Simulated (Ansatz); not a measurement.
**C2H5BF (SMILES C[CH]BF) (doublet): density, localisation and related maps**

```xyz
9

C     0.3120   -0.1222   -0.0327
C    -0.1539   -0.9762    1.0937
B    -0.5826    0.4319   -1.1469
F    -1.8900    0.1465   -1.1378
H    -1.2342   -1.1766    1.0522
H     0.0767   -0.5079    2.0703
H    -0.1748    1.1237   -2.0508
H     0.3804   -1.9460    1.1047
H     1.3842    0.1134   -0.0421
```

Geometry: B3LYP-D3(BJ)/def2-SVP.

These are results of isolated molecule in a Gaussian basis; Kohn-Sham density functional theory, functional PBE0 in Ansatz 0.2.0, not measurements.

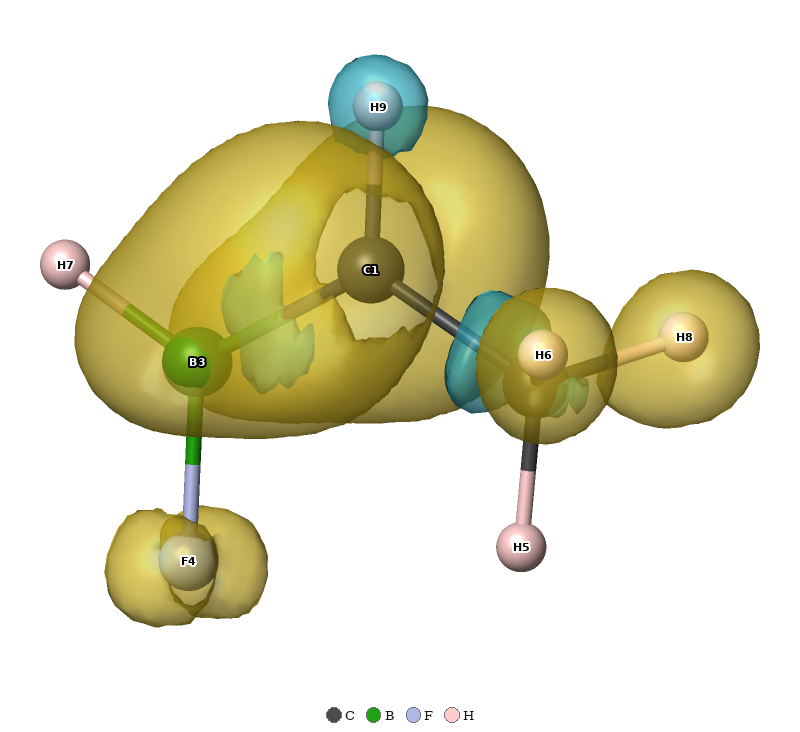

Figure 1. Isosurfaces of the spin density at +0.02 (yellow) and −0.02 e/Å³ (cyan), seen at a tilt.

Question: Where is the unpaired spin?

Answer: The unpaired spin (1 electron) lies mostly on C1 (about 0.6) and B3 (about 0.2), in electrons by Hirshfeld's partition.

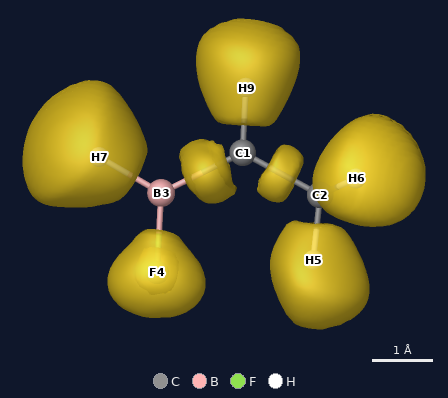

Figure 2. Isosurface of the electron localisation function at 0.75 (yellow), seen across its widest extent. Core shells and regions of very low density are left out.

Question: What do the ELF domains correspond to?

Answer: The surface consists of one region between bonded B–C atoms (shared pairs), one region between bonded C–C atoms (shared pairs), five regions around hydrogen nuclei and one region on F in which the atom's valence shell and bonds are merged.


B–F (1.34 Å): the ELF peaks at about 0.85 between the atoms, as expected for a shared but strongly polarised pair. C–C (1.49 Å): the ELF peaks at about 0.95 between the atoms, as expected for a covalent bond.

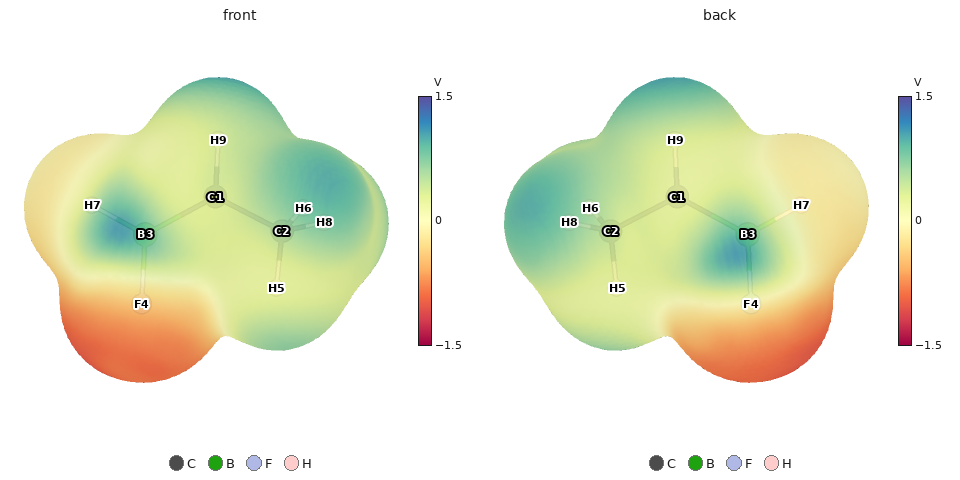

Figure 3. The molecular electrostatic potential painted on the density surface at 0.002 e/bohr³, seen from the front and from behind; red is negative and blue positive.

Question: Describe the electrostatic potential map.

Answer: The most negative region (about −1.0 V) lies over F4, the most positive (about +1.1 V) over B3 and H9.

Question: What dipole moment does the calculation give?

Answer: Its dipole moment is 2.02 D.
